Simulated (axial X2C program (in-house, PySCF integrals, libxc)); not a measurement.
# BrTiBr⁺: bond lengths and stretches, held linear

Aim: the two bond lengths and stretching wavenumbers of linear BrTiBr⁺, with and without spin–orbit coupling, at PBE0, HF, LDA, MP2.

The runs use an in-house X2C program for linear molecules on PySCF integrals; all-electron X2C, two-component (2c) or spin-free, Br dyall-av3z, Ti dyall-v3z.

All values are calculated.

2 further runs of the same task are left out: 2 set aside as unsound or not needed.

**1. Input**

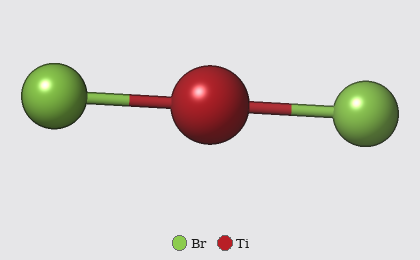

The atoms on one line, bonds 2.500 and 2.500 Å (bromine green, titanium red).

Input file task.json:

```json
{"zs": [35, 22, 35], "q": 1, "bas": ["dyall-av3z", "dyall-v3z", "dyall-av3z"], "r0": [2.5, 2.5], "symm": 1, "scan": ["PBE0", "HF", "LDA"], "levels": ["PBE0", "HF", "LDA"], "nst": 2}
```

Keys: zs atomic numbers; q charge; bas basis sets; r0 starting distance in Å; symm equal bonds; scan levels of the two-bond scan (MP2 follows by itself at each HF point); levels methods; nst determinants followed.

Launch:

```
$ python solin.py task.json out
```

Masses Br 78.918, Ti 47.948, Br 78.918 u.

**2. Scan at PBE0, 2c**

State: Ω = 3/2 (beyond evenly filled blocks: ω = 3/2). Energies above the lowest point, from the job's result record:

| r(Br–Ti) (Å) | r(Ti–Br) (Å) | E (meV) |
| --- | --- | --- |
| 2.2464 | 2.2464 | 59.69 |
| 2.2464 | 2.3040 | 27.60 |
| 2.2464 | 2.3616 | 50.70 |
| 2.3040 | 2.2464 | 27.60 |
| 2.3040 | 2.3040 | 0.00 |
| 2.3040 | 2.3616 | 27.24 |
| 2.3040 | 2.4192 | 97.99 |
| 2.3616 | 2.2464 | 50.70 |
| 2.3616 | 2.3040 | 27.24 |
| 2.3616 | 2.3616 | 58.27 |
| 2.4192 | 2.3040 | 97.99 |
| 2.4192 | 2.4192 | 209.82 |

A quadratic surface with cubic terms in each bond gives the minimum at 2.302 and 2.302 Å, force constants 2.65, 2.65 and coupling 0.18 mdyn/Å.

**3. Scan at HF, 2c**

State: Ω = 3/2 (beyond evenly filled blocks: ω = 3/2). Energies above the lowest point, from the job's result record:

| r(Br–Ti) (Å) | r(Ti–Br) (Å) | E (meV) |
| --- | --- | --- |
| 2.2464 | 2.2464 | 136.12 |
| 2.2464 | 2.3040 | 65.37 |
| 2.2464 | 2.3616 | 58.88 |
| 2.3040 | 2.2464 | 65.37 |
| 2.3040 | 2.3040 | 0.71 |
| 2.3040 | 2.3616 | 0.00 |
| 2.3040 | 2.4192 | 50.70 |
| 2.3616 | 2.2464 | 58.88 |
| 2.3616 | 2.3040 | 0.00 |
| 2.3616 | 2.3616 | 4.77 |
| 2.4192 | 2.3040 | 50.70 |
| 2.4192 | 2.4192 | 121.42 |

A quadratic surface with cubic terms in each bond gives the minimum at 2.331 and 2.331 Å, force constants 2.8, 2.8 and coupling 0.26 mdyn/Å.

**4. Scan at LDA, 2c**

State: Ω = 3/2 (beyond evenly filled blocks: ω = 3/2). Energies above the lowest point, from the job's result record:

| r(Br–Ti) (Å) | r(Ti–Br) (Å) | E (meV) |
| --- | --- | --- |
| 2.2464 | 2.2464 | 23.97 |
| 2.2464 | 2.3040 | 10.21 |
| 2.2464 | 2.3616 | 46.81 |
| 2.3040 | 2.2464 | 10.21 |
| 2.3040 | 2.3040 | 0.00 |
| 2.3040 | 2.3616 | 39.85 |
| 2.3040 | 2.4192 | 118.94 |
| 2.3616 | 2.2464 | 46.81 |
| 2.3616 | 2.3040 | 39.85 |
| 2.3616 | 2.3616 | 82.64 |
| 2.4192 | 2.3040 | 118.94 |
| 2.4192 | 2.4192 | 248.50 |

A quadratic surface with cubic terms in each bond gives the minimum at 2.287 and 2.287 Å, force constants 2.56, 2.56 and coupling 0.14 mdyn/Å.

**5. Comparison**

| level | r(Br–Ti) (Å) | r(Ti–Br) (Å) | lower stretch (cm⁻¹) | upper stretch (cm⁻¹) |
| --- | --- | --- | --- | --- |
| PBE0, 2c | 2.302 | 2.302 | 246.9 | 477.3 |
| HF, 2c | 2.331 | 2.331 | 256.7 | 483.9 |
| LDA, 2c | 2.287 | 2.287 | 241.2 | 472.8 |
| MP2, 2c | 2.289 | 2.289 | 257.4 | 488.4 |
| PBE0, spin-free | 2.302 | 2.302 | 247.3 | 477.8 |
| HF, spin-free | 2.330 | 2.330 | 257.1 | 484.3 |
| LDA, spin-free | 2.286 | 2.286 | 241.7 | 473.2 |
| MP2, spin-free | 2.289 | 2.289 | 257.6 | 488.7 |

Scans not shown above were run alike.

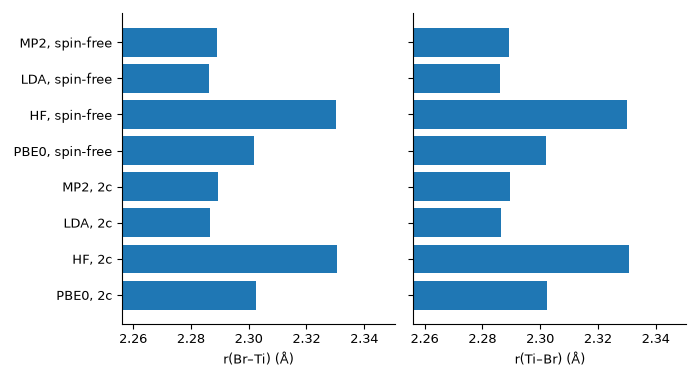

The two bond lengths by level.

**Reading.** Over the levels the Br–Ti bond spans 2.286 to 2.331 Å and the Ti–Br bond 2.286 to 2.331 Å. At PBE0 spin–orbit coupling leaves both bonds unchanged to 0.001 Å. Each state is one determinant, the lowest of a limited PBE0 search; the stretches come from a fit to few points and are good to some per cent at best. MP2 freezes inner shells (threshold -2 hartree). The molecule was held linear; bending was not examined, so a bent shape may lie lower. Note: functional without a current term on a determinant with orbital currents, of the molecule or an atom.
